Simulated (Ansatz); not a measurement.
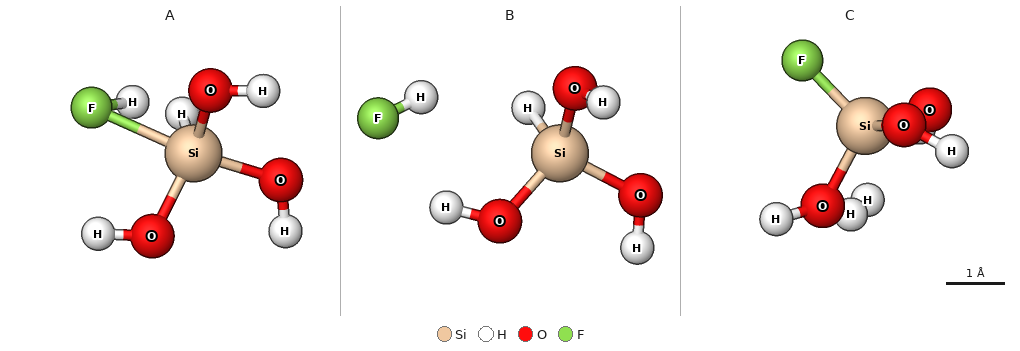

Three geometries of SiH$_{5}$O$_{3}$F: a saddle point and the two minima that it joins, in shuffled order. The picture is a ball-and-stick view, seen at a tilt. Sticks join atoms that are closer than about 1.2 times the sum of their covalent radii (a little more with hydrogen).

Stationary points at PBE0-D4/def2-TZVP, single-point energies with CCSD(T)/CBS, SPW92 (LDA), BHLYP-D4 (def2-TZVPP where no basis is named; Ansatz 0.2.0). The energies are electronic, without zero-point or thermal terms, and both ends are the minima reached downhill from the saddle, with any fragments still in contact. CCSD(T)/CBS stands for a frozen-core estimate: MP2 correlation extrapolated from def2-TZVPP and def2-QZVPP, CCSD(T) minus MP2 from the smaller set.

**Which frame is the transition state, what reaction does it lead through, and what barrier is to be expected?**

Frame A is the saddle point. Counted by bonded pieces, B holds HF + SiH₄O₃ and C holds H₂ + SiH₃O₃F. From B over the saddle to C, bonds form: F–Si (3.28 → 1.96 → 1.58 Å), H–H (1.89 → 0.98 → 0.75 Å). Bonds break: H–Si (1.49 → 1.67 → 3.48 Å), F–H (0.93 → 1.20 → 4.67 Å). The saddle has one imaginary mode, 944i cm⁻¹. With CCSD(T)/CBS the barrier is 128.8 kJ/mol from B and 258.3 kJ/mol from C, and C lies 129.5 kJ/mol below B.

| level | barrier from B (kJ/mol) | barrier from C (kJ/mol) | C less B (kJ/mol) |
| --- | --- | --- | --- |
| CCSD(T)/CBS | 128.8 | 258.3 | −129.5 |
| SPW92 (LDA) | 67.8 | 178.7 | −110.9 |
| BHLYP-D4 | 142.2 | 274.5 | −132.2 |

Against CCSD(T)/CBS, BHLYP-D4 comes closest on the barrier from B (+13.4 kJ/mol) and SPW92 (LDA) misses most (−61.0 kJ/mol).
